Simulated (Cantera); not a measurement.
Feed: 1 mol Si3N4, 1.6 mol H2O, 17 mol N2, equilibrated at 300 Torr.

Method: chemical equilibrium by Gibbs-energy minimisation in Cantera with the NASA 1993 tables (ideal gas, pure condensed phases). Candidate condensed phases: H2O, Si, SiO2, Si2N2O, Si3N4; 35 gas species. Mutual solubility and eutectic melting of coexisting phases are not modelled. The tables' values for SiN are old estimates; treat these amounts as uncertain. The tables hold silica as quartz up to 1696 K and as liquid above; real silica turns to tridymite and cristobalite and melts near 1996 K. Gases not in the tables: Si2H6 and higher silanes. Equilibrium is a limit: real reactors are often held back by kinetics, nucleation or transport.

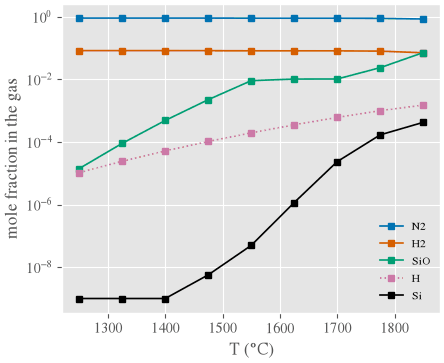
*Equilibrium gas composition (values under 1e-9 drawn at 1e-9)*

Question: Read off the mole fractions at 1250 °C.

Answer: N2 about 0.92, H2 about 0.084, SiO about 1.4e-5, H about 1.1e-5.
